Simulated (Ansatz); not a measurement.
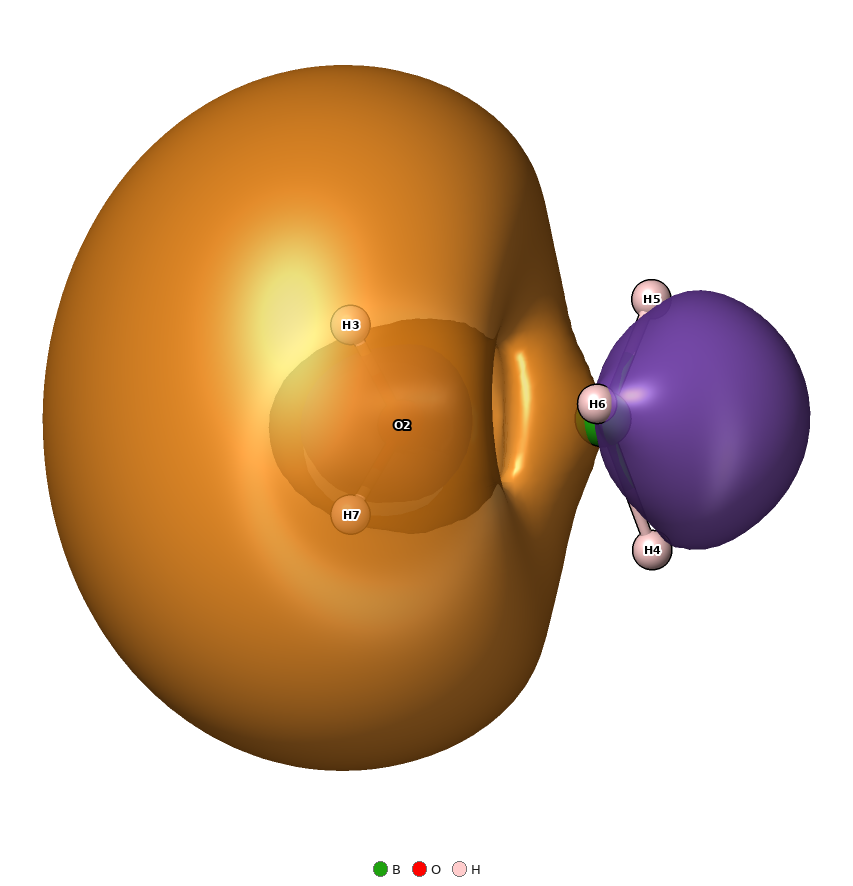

BH₃···H₂O. One frontier orbital at ±0.06 Å⁻³ᐟ² (orange and purple are the two phases), seen across its widest extent.

These are results of RKS PBE-D4/def2-SVPD (Ansatz 0.2.0), not measurements.

```yaml
atoms:
  - { symbol: B, position_ang: [-0.0329, 0.3417, -0.0810] }
  - { symbol: O, position_ang: [-0.1503, -0.0199, 1.5829] }
  - { symbol: H, position_ang: [-1.0423, 0.2285, 1.8910] }
  - { symbol: H, position_ang: [1.1190, 0.0185, -0.3231] }
  - { symbol: H, position_ang: [-0.8995, -0.3780, -0.5513] }
  - { symbol: H, position_ang: [-0.2639, 1.5452, -0.1298] }
  - { symbol: H, position_ang: [0.4816, 0.5448, 2.0670] }
```

### Which orbital is it: HOMO or LUMO?

The LUMO, at −1.58 eV. It lies mainly on H3 (about 30 %), H7 (about 30 %), O2 (about 20 %) and B1 (about 10 %).
